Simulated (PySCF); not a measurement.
```yaml
atoms:
  - { symbol: C, position_ang: [-1.7706, 0.6039, -0.0676] }
  - { symbol: C, position_ang: [-0.3529, 0.1763, -0.0175] }
  - { symbol: Si, position_ang: [0.0321, -1.6937, 0.0550] }
  - { symbol: C, position_ang: [0.6651, 1.0511, -0.0210] }
  - { symbol: Cl, position_ang: [0.4840, 2.7848, -0.0825] }
  - { symbol: C, position_ang: [2.0167, 0.5480, 0.0292] }
  - { symbol: O, position_ang: [2.3364, -0.6045, 0.0744] }
  - { symbol: F, position_ang: [2.9785, 1.4915, 0.0227] }
  - { symbol: H, position_ang: [-1.8735, 1.6856, -0.1069] }
  - { symbol: H, position_ang: [-2.2499, 0.1619, -0.9403] }
  - { symbol: H, position_ang: [-2.2938, 0.2212, 0.8078] }
  - { symbol: H, position_ang: [-1.3210, -2.2792, 0.0428] }
  - { symbol: H, position_ang: [0.7040, -2.1160, -1.1651] }
  - { symbol: H, position_ang: [0.6440, -2.0312, 1.3318] }
```

Geometry: GFN2-xTB.

Method: PBE0/pcSseg-1, SCF density, gas phase, non-relativistic in PySCF.

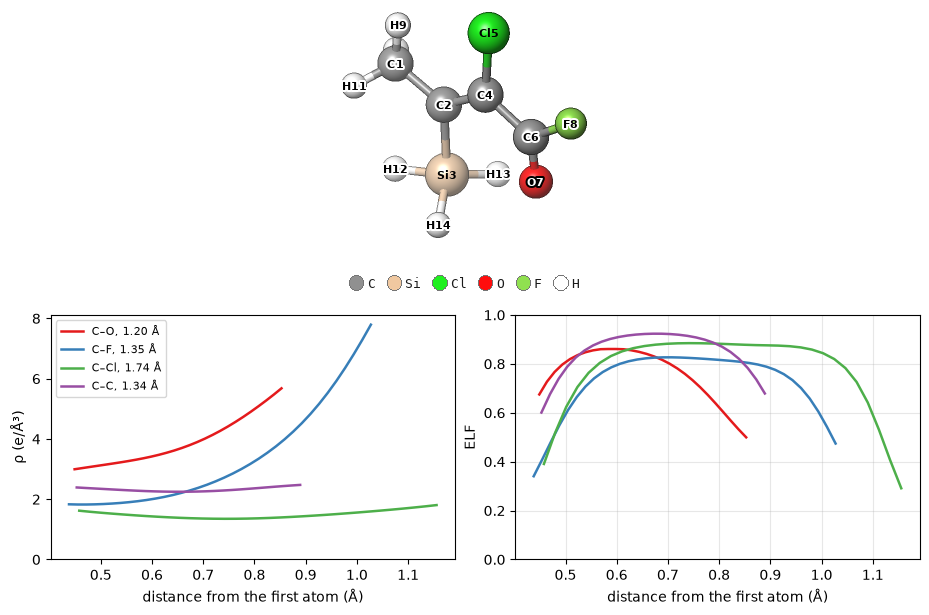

C4H6ClFOSi. Electron density and electron localisation function along straight lines between neighbouring atoms. The curves leave out the atomic cores. The structure is drawn too.

### What kind of bonding do the profiles show?

C–O (1.20 Å): the density is about 3.4 e/Å³ at the midpoint; the ELF peaks at about 0.85 between the atoms; a short, multiple covalent bond.
C–F (1.35 Å): ρ at the midpoint is about 2.3 e/Å³, with its minimum of 1.8 e/Å³ about 0.5 Å from C; the ELF peaks at about 0.85 between the atoms; a shared but strongly polarised pair.
C–Cl (1.74 Å): ρ at the midpoint is about 1.4 e/Å³; the ELF peaks at about 0.90 between the atoms: localised, covalent bonding.
C–C (1.34 Å): ρ is about 2.3 e/Å³ halfway; the ELF peaks at about 0.90 between the atoms: a short, multiple covalent bond.
